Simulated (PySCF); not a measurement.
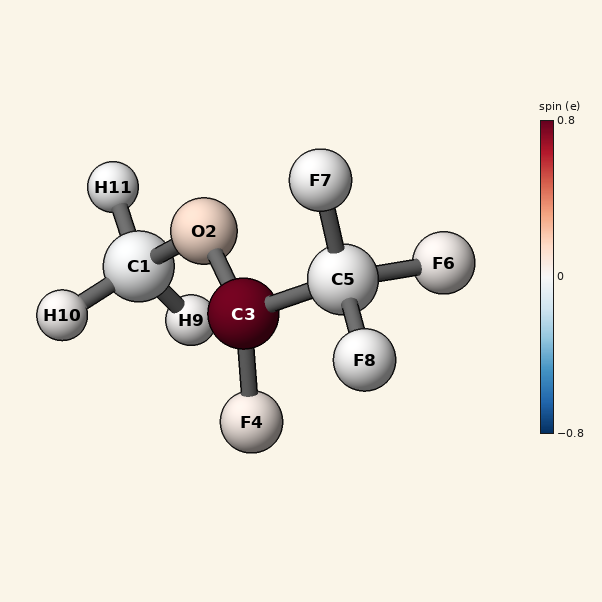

Atoms are coloured by their Mulliken spin populations. State: neutral, doublet. The computed structure is the end point of a GFN2-xTB optimisation. No frequency run is at hand to confirm it as a minimum. Method: UKS B3LYP, pcH-1 on C F H O, non-relativistic (PySCF 2.14.0).

List the Mulliken spin populations.

```csv
atom,value (e)
C1,−0.01
O2,0.14
C3,0.77
F4,0.05
C5,0.00
F6,0.03
F7,0.00
F8,0.00
H9,0.01
H10,0.02
H11,0.00
```

Mulliken values depend strongly on the basis set.
